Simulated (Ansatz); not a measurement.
**Cd3Cu: relaxing a made-up structure**

This structure for Cd3Cu is made up. Its elements were placed in a known structure type with a cell scaled to their sizes. What cell does the guess relax to, and how far off was it?

Program: Ansatz 0.2.0. Level of theory: DFT, PBE, plane-wave PAW, files of the set soft_1, scalar-relativistic, ferromagnetic start, cell and ions relaxed at zero pressure; PAW set soft_1, in the first sound run; inputs show where later runs differ. Results are calculated unless marked as measured.

## Step 1: Starting point

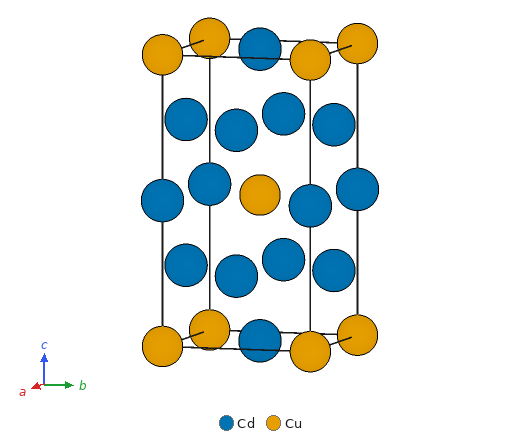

The starting structure, seen slightly off an axis (cadmium blue, copper orange). This picture shows the conventional cell, with its axes. Some periodic images of atoms are drawn too.

## Step 2: Relaxation of the guess

The guess takes its coordinates from another compound and its volume from a rule, so the cell and any free coordinates are relaxed together.

The input, input.yaml:

```yaml
crystal:
  lattice:
    - [-2.179, 2.179, 4.1205]
    - [2.179, -2.179, 4.1205]
    - [2.179, 2.179, -4.1205]
  atoms:
    - { symbol: Cd, position: [0.5, 0.5, 0.0] }
    - { symbol: Cd, position: [0.25, 0.75, 0.5] }
    - { symbol: Cd, position: [0.75, 0.25, 0.5] }
    - { symbol: Cu, position: [0.0, 0.0, 0.0], spin: 0.6 }
magnetization:
  spin_polarized: true
kpoints:
  mp_grid: { grid: [9, 9, 9] }
scf:
  occupations: { method: fermi_dirac, width: 0.05 }
hamiltonian:
  xc: pbe
  pseudopotentials: { kind: paw, azcp: { folder: soft_1 } }
relax:
  f_tol: 0.015
  max_steps: 70
  cell: {}
output:
  forces: true
  stress: true
```

Started as:

```bash
> ansatz run input.yaml --threads 4 --pin off --max-ram 8192MiB --backend cpu --events-out ev --progress --plain --runs-dir out
```

Numbers of over 12 decimals in the logs are rounded to 6 here.

Log:

```text
Engine: ansatz 0.2.0, x86_64-unknown-linux-gnu
Pseudopotentials: kind: paw
Pseudopotential: Cd, paw, valence charge 20, recommended cutoff 420 eV (normal), soft_1/Cd.paw.azcp
Pseudopotential: Cu, paw, valence charge 19, recommended cutoff 420 eV (normal), soft_1/Cu.paw.azcp
Functional definition: PBE
  parameter kappa = 0.804
  parameter beta = 0.066725
  exchange = pbe_x(kappa = kappa, mu = beta*pi^2/3)
  correlation = pbe_c(beta = beta)
Crystal: 4 atoms, lattice volume = 78.257 Å³
Basis set: ecut = 420 eV, 1541 PW (Γ), exchange–correlation on 72×72×72 points (8 copies of the dense FFT grid, shifted against one another)
Bands: 48, of which v1, the nominal top of the filled ones, is band 40 counted from 1 (39 counted from 0)
Symmetry: 16 space group operations
Space group: I4/mmm (ITA 139), of the structure as read, at distance tolerance 4.3e-5 Å
Magnetic group: BNS 139.531 (UNI 1191), of the structure as read, at distance tolerance 4.3e-5 Å
k-points: 75 of 729
Non-local potential: Cd, projectors of the file, l = 0: 3, l = 1: 2, l = 2: 2, l = 3: 1
Non-local potential: Cu, projectors of the file, l = 0: 3, l = 1: 2, l = 2: 3, l = 3: 1
PAW form: soft (Blöchl's): semilocal exchange-correlation on the pseudo side does not see the compensation charge
PAW one-centre angular grid: Cd, 590 points (default); XC on 64 Gauss nodes
PAW one-centre angular grid: Cu, 590 points (default); XC on 64 Gauss nodes
Initial density: superposition of atomic densities (chi_scale 0.1, normalization cell)
Starting moments: Σ|m| = 0.6 μB on 1 of 4 sites
Initial wavefunctions: pseudopotential atomic-orbital guess
Functional: x = pbe(κ = 0.804, μ = 0.219515), c = pbe(β = 0.066725)
SCF iter   1: F=—  HF=-31389.037653 eV  |F-HF|=—  |Δ(HF+E_count)|=         —  Δρ=7.20e-2 (↑7.20e-2 ↓2.64e-2)  dr2=5.10e0  dr2_m=4.52e-1  M=0.115 μB ∫|m|=0.187 μB  β_m=0.30  ethr=3.10e-3  ⟨swp⟩=5.9  Hψ=23770  notcnv=0  defer=28
preconditioner: auto → Kerker (q_TF=auto, 2.733 Å⁻¹)  [metal: Δε(μ)=0.076 eV  Ē_g=11.668 eV  σ=0.050 eV  W_gap=0.35  n_scr=30 (ndim 8)  ℏωp=28.8 eV  f_vac=0.000  D(μ)=1.24/eV (n_scr^D=10)]
spin=Collinear: Kerker preconditioning applied to the charge; magnetization (m = ρ↑ − ρ↓) channel mixes plain (no charge-response kernel on spin).
SCF iter   2: F=—  HF=-31388.603973 eV  |F-HF|=—  |Δ(HF+E_count)|=   4.34e-1  Δρ=3.28e-2 (↑2.08e-2 ↓3.28e-2)  dr2=6.41e-1  dr2_m=4.07e-1  M=0.042 μB ∫|m|=0.075 μB  β_m=0.30  ethr=3.10e-3  ⟨swp⟩=2.0  Hψ=14658  notcnv=0  defer=342
SCF iter   3: F=—  HF=-31388.464638 eV  |F-HF|=—  |Δ(HF+E_count)|=   1.39e-1  Δρ=2.58e-2 (↑2.58e-2 ↓1.32e-2)  dr2=4.52e-1  dr2_m=2.06e-1  M=0.039 μB ∫|m|=0.073 μB  β_m=0.30  ethr=8.11e-4  ⟨swp⟩=2.0  Hψ=12402  notcnv=0  defer=348
SCF iter   4: F=—  HF=-31388.352441 eV  |F-HF|=—  |Δ(HF+E_count)|=   1.12e-1  Δρ=1.41e-2 (↑1.33e-2 ↓1.41e-2)  dr2=3.30e-2  dr2_m=1.21e-1  M=0.025 μB ∫|m|=0.054 μB  β_m=0.30  ethr=5.73e-4  ⟨swp⟩=2.0  Hψ=11611  notcnv=0  defer=348
SCF iter   5: F=—  HF=-31388.384426 eV  |F-HF|=—  |Δ(HF+E_count)|=   3.20e-2  Δρ=1.81e-2 (↑2.48e-3 ↓1.81e-2)  dr2=1.33e-1  dr2_m=7.19e-2  M=0.015 μB ∫|m|=0.038 μB  β_m=0.30  ethr=4.17e-5  ⟨swp⟩=2.0  Hψ=14621  notcnv=0  defer=346
SCF iter   6: F=—  HF=-31388.377094 eV  |F-HF|=—  |Δ(HF+E_count)|=   7.33e-3  Δρ=1.10e-2 (↑3.89e-3 ↓1.10e-2)  dr2=3.20e-2  dr2_m=3.91e-2  M=0.011 μB ∫|m|=0.031 μB  β_m=0.30  ethr=4.17e-5  ⟨swp⟩=2.0  Hψ=11066  notcnv=0  defer=346
SCF iter   7: F=—  HF=-31388.375735 eV  |F-HF|=—  |Δ(HF+E_count)|=   1.36e-3  Δρ=7.70e-3 (↑3.35e-3 ↓7.70e-3)  dr2=1.42e-2  dr2_m=2.16e-2  M=0.008 μB ∫|m|=0.025 μB  β_m=0.30  ethr=4.05e-5  ⟨swp⟩=1.0  Hψ=6960  notcnv=0  defer=346
Mixer restart at iter 7: flushing history
spin-set hold released at iteration 7 (site moments contracting): the magnetisation degrees of freedom join the quasi-Newton model from the next iteration; the mixer history was flushed
SCF iter   8: F=—  HF=-31388.374855 eV  |F-HF|=—  |Δ(HF+E_count)|=   8.80e-4  Δρ=4.54e-3 (↑3.74e-3 ↓4.54e-3)  dr2=2.09e-3  dr2_m=1.21e-2  M=0.006 μB ∫|m|=0.020 μB  β_m=0.60  ethr=1.79e-5  ⟨swp⟩=1.9  Hψ=7450  notcnv=0  defer=346
SCF iter   9: F=—  HF=-31388.379365 eV  |F-HF|=—  |Δ(HF+E_count)|=   4.51e-3  Δρ=4.02e-3 (↑1.86e-3 ↓4.02e-3)  dr2=1.77e-2  dr2_m=8.47e-4  M=0.001 μB ∫|m|=0.007 μB  β_m=0.47  ethr=2.64e-6  ⟨swp⟩=2.0  Hψ=13928  notcnv=0  defer=346
SCF iter  10: F=—  HF=-31388.375315 eV  |F-HF|=—  |Δ(HF+E_count)|=   4.05e-3  Δρ=1.03e-3 (↑1.03e-3 ↓3.49e-4)  dr2=6.81e-4  dr2_m=8.77e-5  M=-0.000 μB ∫|m|=0.004 μB  β_m=0.74  ethr=2.64e-6  ⟨swp⟩=2.1  Hψ=13570  notcnv=0  defer=346
SCF iter  11: F=—  HF=-31388.375377 eV  |F-HF|=—  |Δ(HF+E_count)|=   6.19e-5  Δρ=1.13e-4 (↑1.13e-4 ↓9.79e-5)  dr2=2.34e-5  dr2_m=8.66e-7  M=-0.000 μB ∫|m|=0.001 μB  β_m=0.66  ethr=8.62e-7  ⟨swp⟩=2.0  Hψ=8009  notcnv=0  defer=346
SCF iter  12: F=—  HF=-31388.375393 eV  |F-HF|=—  |Δ(HF+E_count)|=   1.63e-5  Δρ=5.89e-5 (↑4.66e-5 ↓5.89e-5)  dr2=4.67e-6  dr2_m=7.50e-8  M=-0.000 μB ∫|m|=0.000 μB  β_m=0.76  ethr=2.96e-8  ⟨swp⟩=2.0  Hψ=11719  notcnv=0  defer=346
SCF iter  13: F=—  HF=-31388.375399 eV  |F-HF|=—  |Δ(HF+E_count)|=   6.18e-6  Δρ=2.63e-5 (↑2.45e-5 ↓2.63e-5)  dr2=2.24e-6  dr2_m=1.57e-8  M=-0.000 μB ∫|m|=0.000 μB  β_m=0.88  ethr=5.91e-9  ⟨swp⟩=2.0  Hψ=7978  notcnv=0  defer=346
SCF iter  14: F=—  HF=-31388.375399 eV  |F-HF|=—  |Δ(HF+E_count)|=   4.91e-8  Δρ=7.56e-6 (↑6.55e-6 ↓7.56e-6)  dr2=1.86e-7  dr2_m=1.01e-9  M=-0.000 μB ∫|m|=0.000 μB  β_m=0.94  ethr=2.84e-9  ⟨swp⟩=2.0  Hψ=8039  notcnv=0  defer=346
SCF iter  15: F=—  HF=-31388.375399 eV  |F-HF|=—  |Δ(HF+E_count)|=   4.11e-8  Δρ=1.83e-6 (↑1.30e-6 ↓1.83e-6)  dr2=1.10e-8  dr2_m=5.68e-10  M=0.000 μB ∫|m|=0.000 μB  β_m=0.97  ethr=1.27e-10  ⟨swp⟩=3.4  Hψ=19739  notcnv=0
SCF iter  16: F=-31388.375399 eV  HF=-31388.375399 eV  |F-HF|=2.76e-10  |Δ(HF+E_count)|=   1.40e-9  Δρ=4.94e-7 (↑3.00e-7 ↓4.94e-7)  dr2=6.72e-10  dr2_m=3.34e-11  M=0.000 μB ∫|m|=0.000 μB  ethr=1.39e-11  ⟨swp⟩=3.0  Hψ=14842  notcnv=0
WARN: the starting moments were not kept: the SCF closed with an absolute magnetisation of 6.6e-6 μB, where they sum to 0.6 μB in size (1 site). That is at most 0.1 of that sum. Measured as dr2_m measures the in/out step, that magnetisation stands 1.0e-11 eV from none, at or under the dr2_threshold of 1.0e-7 eV: it is no larger than a step whose dr2_m would equal this threshold. The system may hold no moment; this SC [...]
SCF 1 converged in 16 iterations: F = -31388.375399 eV  dr2 = 6.72e-10
[...]
SCF 3 converged in 6 iterations: F = -31388.381910 eV  dr2 = 5.73e-8
relax step   3: F+E_penalty+E_count = -31388.38191047 eV  Δ(F+E_penalty+E_count) = -8.093e-4 eV  max|allowed force component| = 2.168e-19 eV/Å  Δτ_max = 0.0000 Å  P = +0.023 GPa  Ω = 76.723 Å³  energy of the carried Pulay correction = +5.020e-4 eV  (6 SCF iters, dr2 threshold 4.00e-7 eV, accepted)
[...]
relax step   4: F+E_penalty+E_count = -31388.38299036 eV  Δ(F+E_penalty+E_count) = -1.080e-3 eV  max|allowed force component| = 1.355e-18 eV/Å  Δτ_max = 0.0000 Å  P = -0.174 GPa  Ω = 76.972 Å³  energy of the carried Pulay correction = +4.121e-4 eV  (6 SCF iters, dr2 threshold 1.92e-7 eV, accepted)
[...]
relax step   5: F+E_penalty+E_count = -31388.38136871 eV  Δ(F+E_penalty+E_count) = +1.622e-3 eV  max|allowed force component| = 4.337e-19 eV/Å  Δτ_max = 0.0000 Å  P = -0.742 GPa  Ω = 77.736 Å³  energy of the carried Pulay correction = +1.110e-4 eV  (8 SCF iters, dr2 threshold 2.57e-7 eV, rejected (line search))
[...]
relax step   6: F+E_penalty+E_count = -31388.38413179 eV  Δ(F+E_penalty+E_count) = -1.141e-3 eV  max|allowed force component| = 7.589e-19 eV/Å  Δτ_max = 0.0000 Å  P = -0.288 GPa  Ω = 77.126 Å³  energy of the carried Pulay correction = +3.366e-4 eV  (12 SCF iters, accepted)
[...]
relax step   7: F+E_penalty+E_count = -31388.38479931 eV  Δ(F+E_penalty+E_count) = -6.675e-4 eV  max|allowed force component| = 9.758e-19 eV/Å  Δτ_max = 0.0000 Å  P = -0.133 GPa  Ω = 76.925 Å³  energy of the carried Pulay correction = +4.111e-4 eV  (6 SCF iters, dr2 threshold 4.00e-7 eV, accepted)
[...]
relax step   8: F+E_penalty+E_count = -31388.38491894 eV  Δ(F+E_penalty+E_count) = -1.196e-4 eV  max|allowed force component| = 6.505e-19 eV/Å  Δτ_max = 0.0000 Å  P = -0.017 GPa  Ω = 76.778 Å³  energy of the carried Pulay correction = +4.608e-4 eV  (6 SCF iters, dr2 threshold 4.94e-8 eV, accepted)
Initial wavefunctions: pseudopotential atomic-orbital guess (no wavefunctions were taken with the density)
iter 1 solved again at ethr=1.67e-8 eV; its pass at ethr=3.10e-3 eV (dr2=1.32e-5 eV) is discarded
SCF iter   1: F=—  HF=-31388.383819 eV  |F-HF|=—  |Δ(HF+E_count)|=         —  Δρ=2.02e-4 (↑2.02e-4 ↓2.02e-4)  dr2=3.14e-6  dr2_m=9.20e-12  M=0.000 μB ∫|m|=0.000 μB  β_m=0.30  ethr=1.67e-8  ⟨swp⟩=3.0  Hψ=43104  notcnv=0
preconditioner: auto → Kerker (q_TF=auto, 2.741 Å⁻¹)  [metal: Δε(μ)=0.042 eV  Ē_g=12.324 eV  σ=0.050 eV  W_gap=0.21  n_scr=30 (ndim 8)  ℏωp=29.1 eV  f_vac=0.000  D(μ)=1.29/eV (n_scr^D=10)]
spin=Collinear: Kerker preconditioning applied to the charge; magnetization (m = ρ↑ − ρ↓) channel mixes plain (no charge-response kernel on spin).
SCF iter   2: F=—  HF=-31388.384116 eV  |F-HF|=—  |Δ(HF+E_count)|=   2.98e-4  Δρ=1.47e-4 (↑1.47e-4 ↓1.47e-4)  dr2=3.66e-6  dr2_m=4.32e-12  M=0.000 μB ∫|m|=0.000 μB  β_m=0.57  ethr=3.97e-9  ⟨swp⟩=2.0  Hψ=8086  notcnv=0
SCF iter   3: F=—  HF=-31388.384355 eV  |F-HF|=—  |Δ(HF+E_count)|=   2.39e-4  Δρ=5.95e-5 (↑5.95e-5 ↓5.95e-5)  dr2=2.94e-7  dr2_m=6.26e-13  M=0.000 μB ∫|m|=0.000 μB  β_m=0.73  ethr=3.97e-9  ⟨swp⟩=2.0  Hψ=8117  notcnv=0
SCF iter   4: F=—  HF=-31388.384405 eV  |F-HF|=—  |Δ(HF+E_count)|=   4.96e-5  Δρ=5.01e-6 (↑5.00e-6 ↓5.01e-6)  dr2=1.92e-8  dr2_m=8.56e-15  M=0.000 μB ∫|m|=0.000 μB  β_m=0.64  ethr=3.72e-10  ⟨swp⟩=2.0  Hψ=13128  notcnv=0
SCF iter   5: F=—  HF=-31388.384405 eV  |F-HF|=—  |Δ(HF+E_count)|=   2.76e-7  Δρ=2.53e-6 (↑2.53e-6 ↓2.53e-6)  dr2=4.48e-9  dr2_m=1.74e-15  M=0.000 μB ∫|m|=0.000 μB  β_m=0.82  ethr=2.43e-11  ⟨swp⟩=2.7  Hψ=12406  notcnv=0
SCF iter   6: F=—  HF=-31388.384405 eV  |F-HF|=—  |Δ(HF+E_count)|=   6.97e-9  Δρ=1.72e-6 (↑1.72e-6 ↓1.72e-6)  dr2=2.75e-9  dr2_m=2.63e-16  M=0.000 μB ∫|m|=0.000 μB  β_m=0.89  ethr=5.67e-12  ⟨swp⟩=2.0  Hψ=13124  notcnv=0
SCF iter   7: F=—  HF=-31388.384408 eV  |F-HF|=—  |Δ(HF+E_count)|=   3.23e-6  Δρ=1.31e-7 (↑1.31e-7 ↓1.30e-7)  dr2=6.27e-11  dr2_m=3.47e-17  M=0.000 μB ∫|m|=0.000 μB  β_m=0.95  ethr=3.49e-12  ⟨swp⟩=2.0  Hψ=10700  notcnv=0
SCF iter   8: F=-31388.384408 eV  HF=-31388.384408 eV  |F-HF|=3.64e-12  |Δ(HF+E_count)|=    0.00e0  Δρ=3.26e-8 (↑3.26e-8 ↓3.25e-8)  dr2=4.56e-12  dr2_m=6.90e-18  M=0.000 μB ∫|m|=0.000 μB  ethr=1.00e-12  ⟨swp⟩=3.4  Hψ=19145  notcnv=0
the starting moments were not kept: the SCF closed with an absolute magnetisation of 1.2e-9 μB, where they sum to 0.6 μB in size (1 site). That is at most 0.1 of that sum. Measured as dr2_m measures the in/out step, that magnetisation stands 5.0e-19 eV from none, at or under the dr2_threshold of 4.0e-11 eV: it is no larger than a step whose dr2_m would equal this threshold.
SCF 9 converged in 8 iterations: F = -31388.384408 eV  dr2 = 4.56e-12
relax step   9: F+E_penalty+E_count = -31388.38440831 eV  Δ(F+E_penalty+E_count) = +5.106e-4 eV  max|allowed force component| = 7.589e-19 eV/Å  Δτ_max = 0.0000 Å  P = -0.017 GPa  Ω = 76.778 Å³  stress off target by 1.94e-2 GPa  SCF on the basis re-selected at this cell (its energy is not comparable with the rows above)  (8 SCF iters)
basis re-selected at this cell: Δ(F+E_penalty+E_count) = +5.106e-4 eV, ΔP = -0.000 GPa vs the last step (what re-selecting the basis moved, of the pressure what is left beyond the Pulay correction that the steps carried, after the strain that the cell walked since its last selection, with what the two solves' SCF thresholds leave and, on support functions, any second-order correction that the steps lacked; it is no m [...]
SCF converged after 8 iterations
Magnetization: 0.0000 μB (39.5000 up, 39.5000 down)
Absolute magnetization: 0.0000 μB (∫|ρ↑−ρ↓|, with the PAW one-centre terms)
Spin contamination: 0.0000 ħ² per cell (⟨S²⟩ above its minimum at these occupations)
Per-site moments (μB) at R_I (Å): [(-1.8520693748530148e-11, 1.236421), (7.98719866152871e-12, 1.236421), (7.986805484183167e-12, 1.236421), (-3.784027835411365e-11, 1.236421)]
Free energy (F): -31388.384408 eV
Harris-Foulkes:  -31388.384408 eV  (|F-HF|=3.64e-12)
Internal energy: -31388.373713 eV  (E = F + TS)
E sigma→0 (E₀):  -31388.379061 eV
Entropy (-TS):   -0.010695 eV (-2.674 meV/atom)
Fermi energy:    14.928641 eV
--- Per-component energies (eV) ---
  E_band       = -1564.241741
  E_kinetic    = 1580.902356
  E_local      = -13591.121239  (includes V_loc(G=0)·N_el)
  E_nonlocal   = 1251.094544
  E_hartree    = 6142.574842
  E_xc         = -539.550053
  E_vxc        = -678.603525  (∫ρ·V_xc dr)
  E_paw        = -14111.401828  (= ΣΔE_a)
  E_vpaw       = -2411.665555  (= ΣTr[D̂ρ^β])
  E_aug_tail   = 0.001990  (compensation charges beyond the density's cutoff)
  E_ewald      = -12120.874325
  E_smearing   = -0.010695  (= −TS)
  E_closure    = 0.000000  (closes the sum)
  Σ components = -31388.384408   (vs F -31388.384408, Δ=0.00e0)
--- Forces (eV/Å), atoms counted from 1 ---
  atom   1  Cd     0.00000000     0.00000000    -0.00000000
  atom   2  Cd    -0.00000000    -0.00000000     0.00000000
  atom   3  Cd     0.00000000    -0.00000000     0.00000000
  atom   4  Cu    -0.00000000     0.00000000     0.00000000
  max |Σ_I F_I| component: 1.30e-18 eV/Å
--- Stress (GPa, compression-positive) ---
       -0.015311       0.000000      -0.000000
        0.000000      -0.015311      -0.000000
       -0.000000      -0.000000      -0.019442
  P = ⅓ Tr σ = -0.0167 GPa (-0.167 kbar)
--- Relaxed structure (8 steps of the walk, 7 accepted, 1 SCFs on fresh bases) ---
  F+E_penalty+E_count = -31388.38440831 eV   max|allowed force component| = 7.589e-19 eV/Å   (the final SCF, on the basis selected at the relaxed cell)
  cell:  # Å, volume = 76.7775 Å³
    - [-2.136719, 2.136719, 4.204161]
    - [2.136719, -2.136719, 4.204161]
    - [2.136719, 2.136719, -4.204161]
  atoms:
    - { symbol: Cd, position: [0.500000, 0.500000, 0] }
    - { symbol: Cd, position: [0.25, 0.750000, 0.500000] }
    - { symbol: Cd, position: [0.750000, 0.25, 0.500000] }
    - { symbol: Cu, position: [0, 0, 0] }
```

The job ended after 64 s (4 threads of Intel Xeon Platinum 8259CL at 2.50GHz (Skylake/Cascade Lake), shared host; peak memory 0.74 GiB; 3.8 min of CPU time).

The steps of the relaxation:

```tsv
step	energy less that of the first step (eV)	largest force component (eV/Å)	pressure (GPa)	volume (Å³)
1	0.0000	0.0000	-1.11	78.26
2	-0.0057	0.0000	0.40	76.26
3	-0.0065	0.0000	0.02	76.72
4	-0.0076	0.0000	-0.17	76.97
5	-0.0060	0.0000	-0.74	77.74
6	-0.0087	0.0000	-0.29	77.13
7	-0.0094	0.0000	-0.13	76.92
8	-0.0095	0.0000	-0.02	76.78
9*	-0.0090	0.0000	-0.02	76.78
```

Relaxation steps marked * repeat the geometry before them on a plane-wave basis chosen anew for their cell, so energy and pressure can jump there. Relaxation step 5 was tried and not accepted.

The run keeps the 16 symmetry operations that it works with, so distortions that break them were not tested.

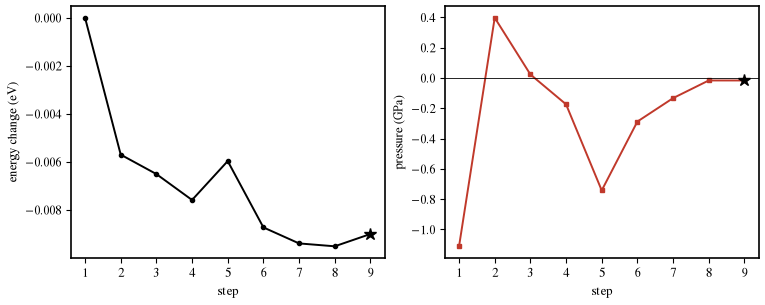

Energy and pressure along the relaxation. Stars mark steps on a basis chosen anew.

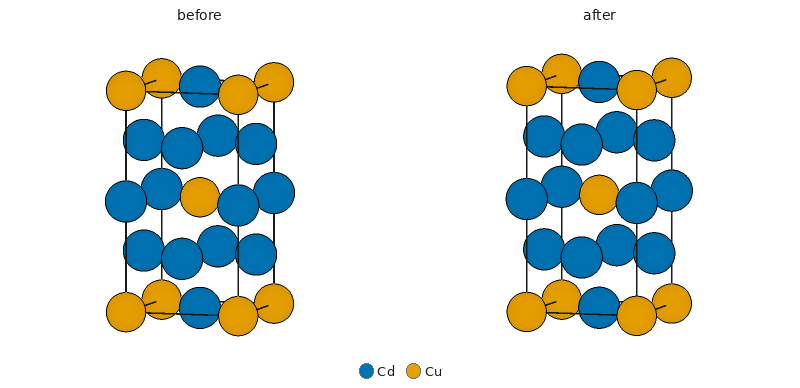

Before and after, at one scale.

```tsv
conventional cell, symmetrised	before	after	change
a (Å)	4.358	4.273	-1.9 %
b (Å)	4.358	4.273	-1.9 %
c (Å)	8.241	8.408	+2.0 %
volume (Å³/atom)	19.56	19.19	-1.9 %
```

The relaxed structure:

```cif
data_structure
_symmetry_space_group_name_H-M 'P 1'
_symmetry_Int_Tables_number 1
_cell_length_a 5.1775
_cell_length_b 5.1775
_cell_length_c 5.1775
_cell_angle_alpha 131.251
_cell_angle_beta 131.251
_cell_angle_gamma 71.414
_cell_volume 76.78
loop_
_atom_site_label
_atom_site_type_symbol
_atom_site_fract_x
_atom_site_fract_y
_atom_site_fract_z
_atom_site_occupancy
Cd1 Cd 0.50000 0.50000 0.00000 1
Cd2 Cd 0.25000 0.75000 0.50000 1
Cd3 Cd 0.75000 0.25000 0.50000 1
Cu4 Cu 0.00000 0.00000 0.00000 1
```

This step gave:

```
free energy             : -31388.3844 eV
energy at zero smearing : -31388.3791 eV
smearing term TS        : 0.01069 eV
Fermi energy            : 14.93 eV
electrons               : 79
symmetry operations     : 16
pressure                : -0.01669 GPa
```

The shortest distance of each pair, which need not be the same contact before and after:

```tsv
pair	guess (Å)	relaxed (Å)
Cd–Cd	2.999	2.997
Cd–Cu	2.999	2.997
Cu–Cu	4.358	4.273
```

The relaxation ends with a pressure of -0.02 GPa. No moment survives the cycle: this start ends non-magnetic.

[end of part 1 of 2]

[Logs are printed without paths, hosts, clocks, repeated set-up lines and the standing remarks that a program may print on its own settings, such as how far it seeks lower states.]

[Hosts, paths, dates, database ids (printed as entryN), source tags and the programs' standing remarks are cut or masked in the printed files.]
